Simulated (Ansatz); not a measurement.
Consider LaAgS2.

Input file:

```
crystal:
  lattice:
    - [3.9251246421, 0.0, 0.0]
    - [0.0, 3.9251246421, 0.0]
    - [0.0, 0.0, 11.6200219778]
  atoms:
    - { symbol: Ag, position: [0.5, 0.0, 0.8839096531] }
    - { symbol: S, position: [0.5, 0.0, 0.1118632086] }
    - { symbol: Ag, position: [0.0, 0.5, 0.1160903469] }
    - { symbol: S, position: [0.0, 0.5, 0.3950822735] }
    - { symbol: La, position: [0.5, 0.0, 0.3412852753] }
    - { symbol: S, position: [0.5, 0.0, 0.6049177265] }
    - { symbol: La, position: [0.0, 0.5, 0.6587147247] }
    - { symbol: S, position: [0.0, 0.5, 0.8881367914] }
kpoints:
  mp_grid: { grid: [6, 6, 2] }
hamiltonian:
  xc: r2scan
  dispersion: rvv10
scf:
  occupations: { method: fermi_dirac, width: 0.03 }
relax:
  f_tol: 0.01
  cell: {}
  max_steps: 120
output:
  write_density: true
  write_potential: true
  elf: true
  volumetric_format: npy
```

Command:

```sh
ansatz run input.yaml --threads 4 --pin off --max-ram 4608MiB --backend cpu --events-out ev --progress --plain --runs-dir out
```

Below, planes, directions and counts refer to the conventional cell (a = 3.99 Å, b = 3.99 Å, c = 11.77 Å, α = 90.00°, β = 90.00°, γ = 90.00°).

The fields are those of the run's last geometry, not of the input's.

Space group P4/nmm; started from the I-III-VI2 or I-V-VI2 ordering on rocksalt lattice prototype, which need not be the ambient phase.

All numbers below come from DFT, r2SCAN+rVV10, plane waves, PAW (Ansatz).

### What can the converged valence pseudo-density and electron localisation function tell about the bonding?

La–S (2.66 Å): the density is about 0.45 e/Å³ at the midpoint; the ELF peaks at about 0.85 in the valence shell of S, 0.8 Å from its nucleus, and drops to about 0.30 between the two atoms: an ionic contact with no shared pair.
Ag–S (2.68 Å): ρ is about 0.3 e/Å³ halfway; the ELF peaks at about 0.90 in the valence shell of S, 0.9 Å from its nucleus, and drops to about 0.10 between the two atoms.
Ag–S (2.82 Å): the density is about 0.23 e/Å³ at the midpoint; the ELF peaks at about 0.85 in the valence shell of S, 0.8 Å from its nucleus, and drops to about 0.10 between the two atoms.
La–S (2.89 Å): ρ is about 0.27 e/Å³ halfway; the ELF peaks at about 0.85 in the valence shell of S, 0.8 Å from its nucleus, and drops to about 0.20 between the two atoms: a closed-shell, largely ionic contact.

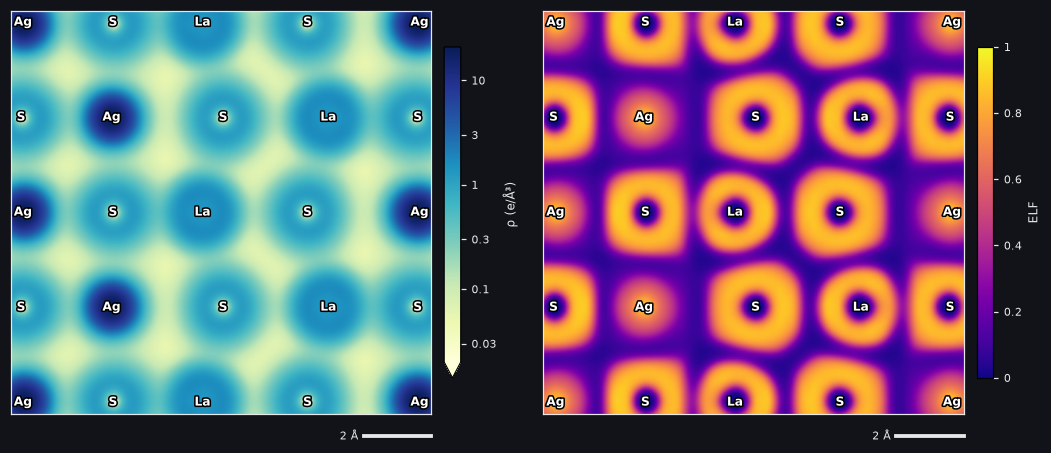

Computed valence pseudo-density and electron localisation function on the (110) plane of the conventional cell, in this order. 

In a PAW calculation such maps are meaningful between the atoms, not at the nuclei.
